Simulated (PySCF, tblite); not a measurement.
# C₄H₁₂N₂Si: geometry, infrared bands and NMR shifts

What infrared bands and NMR shifts should C₄H₁₂N₂Si (`C=CCN(C)N[SiH3]`) show?

Computed with tblite 0.8.0 and PySCF 2.14.0, with density-fitted response routines of our own, on a single molecule in the gas phase. Atoms count from 0, in the outputs and in this text.

## Step 1: The molecule as given

19 atoms, charge 0, multiplicity 1; geometry from: force field or distance geometry start.

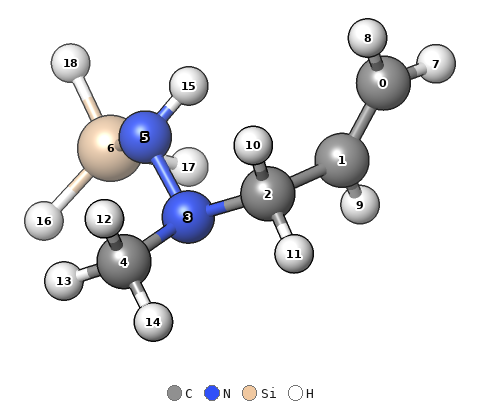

The starting geometry (carbon grey, nitrogen blue, silicon light orange, hydrogen white), atoms numbered.

## Step 2: Optimising the geometry with GFN2-xTB

Job settings and geometry (Å):

```
{"job": {"kind": "relax", "xc": "GFN2-xTB", "basis": "xTB"}, "charge": 0, "multiplicity": 1}
C     -1.118900     2.026700    -1.714000
C     -1.292600     1.281000    -0.626200
C     -1.152600    -0.227300    -0.576100
N     -0.198500    -0.659800     0.445600
C     -0.264300    -2.136300     0.579700
N      1.178900    -0.302200     0.066600
Si     2.110300     0.348900     1.363200
H     -1.231400     3.113400    -1.659900
H     -0.882000     1.588400    -2.675700
H     -1.537400     1.757700     0.331800
H     -0.895200    -0.624200    -1.568300
H     -2.160800    -0.619000    -0.332000
H     -0.016000    -2.636400    -0.358900
H      0.423500    -2.497500     1.346900
H     -1.272700    -2.439000     0.875000
H      1.172100     0.432600    -0.629600
H      2.225000    -0.661300     2.450600
H      1.455400     1.583500     1.843400
H      3.447600     0.680000     0.830600
```

Launch:

```bash
> OMP_NUM_THREADS=1 python probes_run.py task.json out
```

One launch serves the whole session: the jobs run in the order shown.

**Question.** This job is followed by: GFN2-xTB harmonic vibrations, gas phase; GIAO PBE0/pcSseg-1 NMR shielding, non-relativistic, gas phase. What will the session give for the following? strongest single infrared mode (GFN2-xTB); zero-point energy (GFN2-xTB); 13C shifts against TMS (PBE0/pcSseg-1); 1H shifts against TMS (PBE0/pcSseg-1, means over atoms taken as alike); 15N shifts against NH3 (PBE0/pcSseg-1); 29Si shifts against TMS (PBE0/pcSseg-1).

As calculated:

| quantity | value |
| --- | --- |
| strongest single infrared mode (GFN2-xTB) | 2162 cm⁻¹, 394 km/mol |
| zero-point energy (GFN2-xTB) | 95.0 kcal/mol |
| 13C shifts against TMS (PBE0/pcSseg-1) | 149.0, 122.0, 70.8, 50.5 ppm |
| 1H shifts against TMS (PBE0/pcSseg-1, means over atoms taken as alike) | 6.40, 5.42, 5.36, 4.62, 3.01, 2.53, 0.67 ppm |
| 15N shifts against NH3 (PBE0/pcSseg-1) | 92.0, 87.0 ppm |
| 29Si shifts against TMS (PBE0/pcSseg-1) | -60.3 ppm |

In words: The optimisation took 99 steps and gained 0.385 eV; among the close pairs (by a distance rule), N3–N5 changed most, from 1.473 to 1.407 Å. All 51 modes are real, so the xTB geometry is a minimum. The strongest single mode, at 2162 cm⁻¹, moves mainly H16. GFN2-xTB is a fitted tight-binding method: band positions and strengths are rough. Its intensities can rank the bands wrongly. The most deshielded carbon is C1 (alkene CH), at 149.0 ppm: the olefinic region. H9 (hydrogen on an alkene CH) lies farthest downfield among hydrogen, at 6.40 ppm; attached to an sp2 carbon and in the plane of the double bond. At PBE0/pcSseg-1: The widest tensor belongs to C1: span 236 ppm, with a paramagnetic part of -216 ppm.
